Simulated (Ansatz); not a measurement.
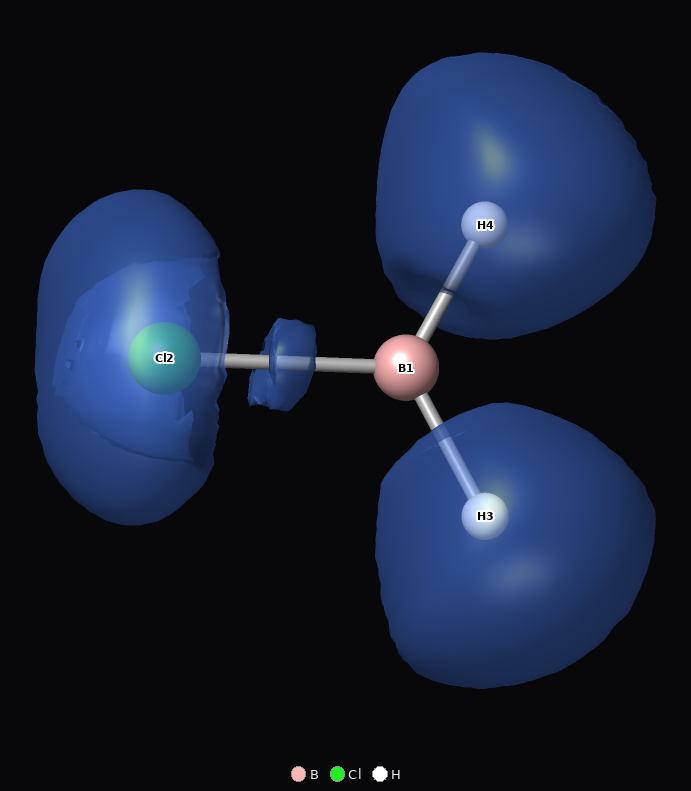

Figure 1: BClH2. Isosurface of the ELF at 0.85 (blue), seen at a tilt. Only the valence region is drawn (cores and ρ < 0.01 e/Å³ removed).

These are results of RKS PBE0-D4/def2-SVP in Ansatz 0.2.0, not measurements.

```xyz
4

B     0.3522    0.0000    0.0746
Cl    0.7247    0.0000    1.7724
H     1.2658    0.0000   -0.7081
H    -0.8064    0.0000   -0.2519
```

**Where are the electrons localised?**

The ELF exceeds this value in one region between bonded B–Cl atoms (shared pairs), two regions around hydrogen nuclei and one ring or bowl of non-bonding electrons around Cl.

Values along the shortest contacts:
B–Cl (1.74 Å): the ELF peaks at about 0.90 between the atoms: a shared but strongly polarised pair. B–H (1.20 Å): the ELF climbs to about 1 towards the hydrogen, as it does in any bond to H: an ordinary covalent bond to hydrogen.
